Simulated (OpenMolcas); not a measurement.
**A OpenMolcas job on CH4AlO2 (SMILES C[O][Al][OH])**

Wanted: the vertical excitations of CH4AlO2.

The results are computed with OpenMolcas 26.06.

**1. The structure to begin with**

The species is CH4AlO2 (8 atoms), meant as a doublet with charge 0. SMILES: `C[O][Al][OH]`. The shape is that of a PBE0-D4/def2-TZVP optimisation. This is one conformer, not always the lowest.

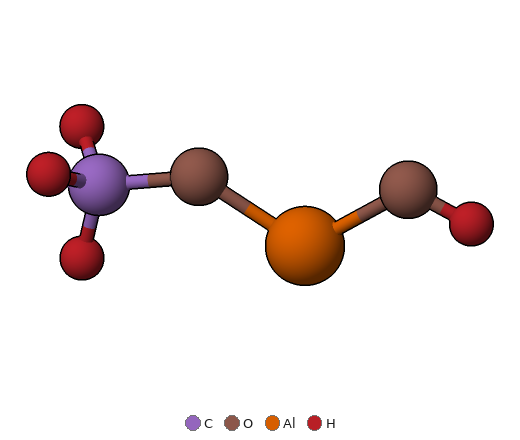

The structure, seen from a chosen angle (carbon purple, oxygen brown, aluminium orange, hydrogen red).

**2. The run**

step12.inp

```
&GATEWAY
COORD
8
angstrom
C        0.292700       1.365900      -0.669900
O       -0.035800       0.282500       0.144300
Al      -0.062600      -1.399600       0.093000
O       -0.601900      -2.191900       1.497900
H        0.661200       1.058300      -1.655900
H       -0.585400       2.002400      -0.820800
H        1.070000       1.971500      -0.192500
H       -0.646300      -3.146000       1.548200
BASIS = ANO-L-VDZP
GROUP = NoSym
RICD
&SEWARD
&RASSCF
FILEORB = $CurrDir/step2.RasOrb
SPIN = 2
NACTEL = 3 0 0
INACTIVE = 18
RAS2 = 3
CIROOT = 2 2 1
ORBLISTING = Nothing
&CASPT2
MULTISTATE = all
```

The run is started by

```console
$ export MOLCAS_MEM=2
$ pymolcas step12.inp > step12.log
```

Output:

```text
--- Start Module: gateway ---

                                              &GATEWAY

                       available to each process: 2.0 MB of memory, 1 thread

---------------------------------------------------------------------------------------------
  Nr.	 Label		Type		Offset		Length	   Atime	  Address
---------------------------------------------------------------------------------------------
  1	FILETABL    	CHAR	-31089877967448	       26929           5	[0x555561a870b0]
  2	DBSC        	CHAR	    -297833208	     1456001          58	[0x719bfd09c010]
---------------------------------------------------------------------------------------------
Maximal available memory for Molcas = 517070
 ?mma_allo_?D: error: out-of-memory
 label: Shells
  available (kB):          517
  required  (kB):          792

--- Stop Module: gateway /rc=-6 ---

.########################.
.# Non-zero return code #.
.########################.

    Timing: Wall=0.04 User=0.03 System=0.01
```

It took 0.22 s on 1 thread of Intel Xeon Platinum 8375C at 2.90GHz (Ice Lake), shared host.

**3. What went wrong**

The program stopped with an error.

The telling line is `?mma_allo_?D: error: out-of-memory`. The fault: too little memory is allowed.
